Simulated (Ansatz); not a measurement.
**CH₄AlO+: an energy map over angle Al3–C2–O1 and angle H5–C2–O1**

Aim: map the energy of CH4AlO, SMILES [OH+]=[CH][AlH2], charge +1 over two coordinates, and find its wells, ridges and stiffness.

Method: RKS PBE0-D4/def2-TZVP; program: Ansatz 0.2.0.

### 1 The system as given

SMILES `[OH+]=[CH][AlH2]`, 7 atoms, charge 1, spin multiplicity 1.

Atoms are counted from 1 here; the program's logs count them from 0.

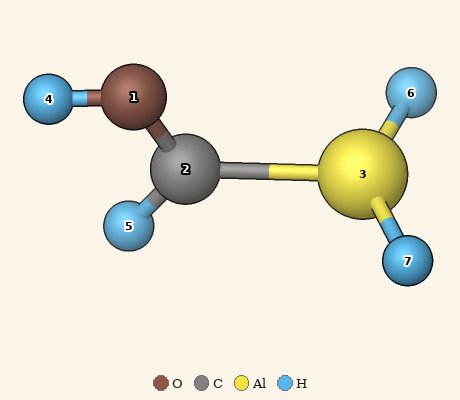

Start geometry, drawn with oxygen brown, carbon grey, aluminium yellow, hydrogen blue; atoms are numbered from 1 in the order of the file.

Coordinates:

| atom | x (Å) | y (Å) | z (Å) |
| --- | --- | --- | --- |
| O1 | -1.3491 | -0.7936 | -0.1954 |
| C2 | -0.3974 | -0.0018 | -0.5180 |
| Al3 | 1.1508 | 0.3494 | 0.8162 |
| H4 | -2.0581 | -0.9161 | -0.8809 |
| H5 | -0.4816 | 0.4576 | -1.5363 |
| H6 | 0.8178 | 1.5988 | 1.7275 |
| H7 | 2.3176 | -0.6942 | 0.5870 |

This geometry comes from a loose relaxation at PBE in a small basis, which is not shown.

### 3 Setting up the map

- angle Al3–C2–O1: 13 values from 84.5 to 154.5 °
- angle H5–C2–O1: 13 values from 79.9 to 149.9 °

Nothing else is relaxed (all other coordinates rigid). Energies count from the relaxed molecule at the same level.

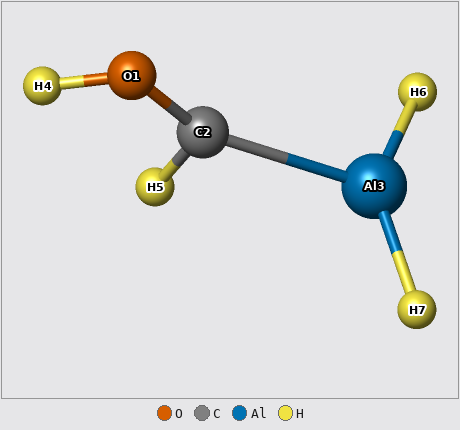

The geometry at angle Al3–C2–O1 = 154.5°, angle H5–C2–O1 = 114.9°.

(The set-up runs are not shown.)

### 4 The run at angle Al3–C2–O1 = 154.5°, angle H5–C2–O1 = 114.9°

input.yaml reads:

```yaml
crystal:
  periodic: [false, false, false]
  atoms:
    - { symbol: O, position_ang: [-1.33585, -0.779461, -0.199368] }
    - { symbol: C, position_ang: [-0.395622, 0.001003, -0.522149] }
    - { symbol: Al, position_ang: [1.386824, 1.017134, -0.208447] }
    - { symbol: H, position_ang: [-2.039109, -0.907647, -0.86774] }
    - { symbol: H, position_ang: [-0.485262, 0.444487, -1.525599] }
    - { symbol: H, position_ang: [1.093125, 2.41799, 0.421124] }
    - { symbol: H, position_ang: [2.586223, 0.149, -0.711183] }
total_charge: 1
basis:
  gaussian: { orbitals: def2-TZVP }
hamiltonian:
  xc: pbe0
  dispersion: d4
output:
  forces: true
```

Command:

```console
$ ansatz run input.yaml --threads 1 --pin off --max-ram 2560MiB --backend cpu --events-out ev --progress --plain --runs-dir out
```

Further runs follow: the other points that were computed.

Before running it: what results should come out? Wanted: lowest point; highest computed point; largest force on an atom.

**Answer**, as computed:

| quantity | value |
| --- | --- |
| lowest point | angle Al3–C2–O1 = 119.5°, angle H5–C2–O1 = 114.9°, 0 kJ/mol |
| highest computed point | angle Al3–C2–O1 = 154.5°, angle H5–C2–O1 = 149.9°, 248 kJ/mol above the lowest |
| largest force on an atom (eV/Å) | 0.0 at angle Al3–C2–O1 = 119.5°, angle H5–C2–O1 = 114.9° to 6.1 at angle Al3–C2–O1 = 84.5°, angle H5–C2–O1 = 79.9°; 0.0 at the lowest point |
| time for the whole task | 9.1 min on 1 thread, shared host |

In words: The lowest computed point is at angle Al3–C2–O1 = 119.5°, angle H5–C2–O1 = 114.9°, 0 kJ/mol from the relaxed molecule at the same level. The grid shows no other well, apart from its symmetry copies. The highest computed point, angle Al3–C2–O1 = 154.5°, angle H5–C2–O1 = 149.9°, lies 248 kJ/mol above the lowest. Round the minimum the valley is somewhat tilted: raising angle Al3–C2–O1 shifts the best value of angle H5–C2–O1 downwards (coupling k₁₂/√(k₁₁k₂₂) about 0.2).
